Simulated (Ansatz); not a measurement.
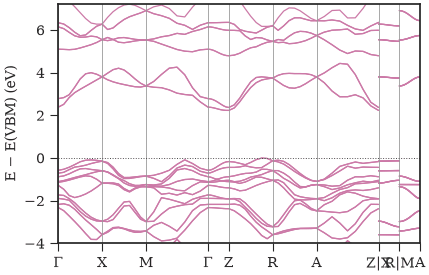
Fig. 1. Band structure from the program Ansatz at the r²SCAN+D4 with spin–orbit coupling level (PAW)

Task: Read off the gap and where the band edges lie.

Result: About 2.2 eV (2.23 eV by a search for the band edges); maximum on the Z–R line, 79 % of the way from Z, minimum at Z.

The material is BiBrO in space group P4/nmm (No. 129; Bi on 2c, Br on 2c, O on 2a).

The workflow started from a Materials Project entry (that database holds measured and hypothetical structures alike); the Crystallography Open Database files this formula in space group No. 129, but the cells were not matched. Its standing as an ambient phase is unchecked. The r²SCAN+D4 relaxation kept the symmetry of its start; its stability against distortions is not shown here.

Potentials: the later of the program's two PAW sets.
